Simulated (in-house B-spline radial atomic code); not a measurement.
Theory: scalar-relativistic (spin-free one-electron X2C) SCAN, spin-polarised, spherical fractional occupations, Fermi nucleus, basis-set limit (computed with an in-house B-spline radial code). The occupation of the 4d shell is varied from In⁴⁺ ([Kr] 4d9 (high spin)) to In³⁺ ([Kr] 4d10), with spherical fractional occupations. Wanted, and plotted below: the total energy less the straight line between the end points, and the eigenvalue of 4d↓ (the dashed line is minus the energy to take the whole electron out).

The curve is convex (below the straight line), with the largest deviation among the points computed, −2.08 eV, at 0.5. The end points differ by 56.5 eV, the energy to take the electron out. The eigenvalue, which is the slope of the energy (Janak's theorem), moves from −64.9 eV at 0 to −48.3 eV at 1; for a straight line it would stay constant, and a parabola would sag by an eighth of this change, scaled to a whole electron, 2.08 eV. Convexity is the mark of the delocalisation error, which puts fractional charges too low; for p, d and f shells the spherical spreading of the fraction adds to it.

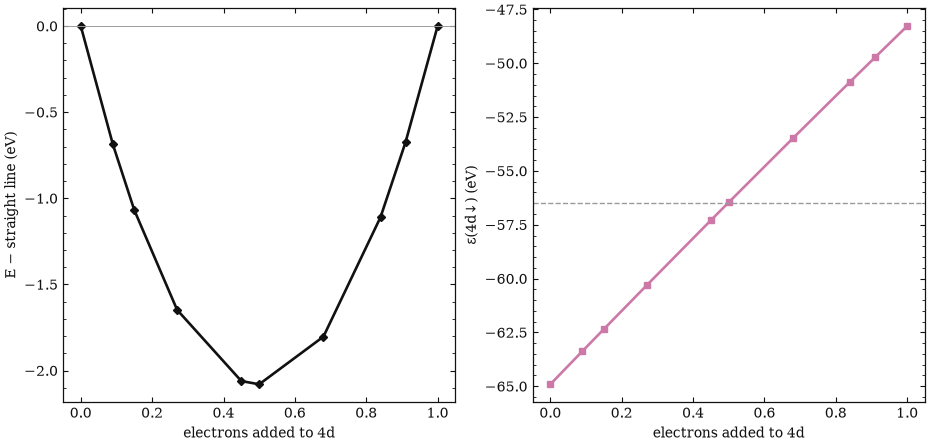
